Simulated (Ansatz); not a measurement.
PbTe (rock salt)

Space group Fm-3m (No. 225); a = 6.5347 Å, b = 6.5347 Å, c = 6.5347 Å, α = 90.00°, β = 90.00°, γ = 90.00°

| atom | site | symmetry | x | y | z |
|---|---|---|---|---|---|
| Te | 4a | m-3m | 0.0000 | 0.0000 | 0.0000 |
| Pb | 4b | m-3m | 0.5000 | 0.5000 | 0.5000 |
(The calculation used a cell of 2 atoms; values per cell refer to that cell.)

E(V) scan at fixed shape, V₀ the volume above. Symmetry pins the atoms to their sites.

All values below come from r2SCAN (plane waves to 500 eV, PAW, scalar-relativistic; Ansatz, a quantum-chemistry and plane-wave program). k mesh 9×9×9 (Γ-centred), Fermi-Dirac smearing 0.05 eV. Energies are smeared free energies. PbTe was relaxed with its symmetry unable to fall. Spin-orbit coupling is left out, though Pb and Te are heavy. The zero of ΔE is the relaxed starting cell.

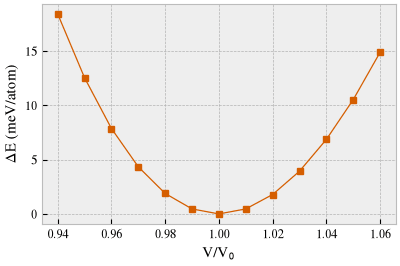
*ΔE (meV/atom) against V/V₀; computed points joined by lines.*

Problem. What is ΔE at V/V₀ = 1.060?

Solution. About 15 meV/atom.

Problem. What is ΔE at V/V₀ = 0.940?

Solution. About 18 meV/atom.

Problem. What bulk modulus B₀ follows from a third-order Birch-Murnaghan fit?

Solution. About 42 GPa.

(A scan under strain: stresses follow from slopes of the energy per volume, elastic moduli from its curvatures.)
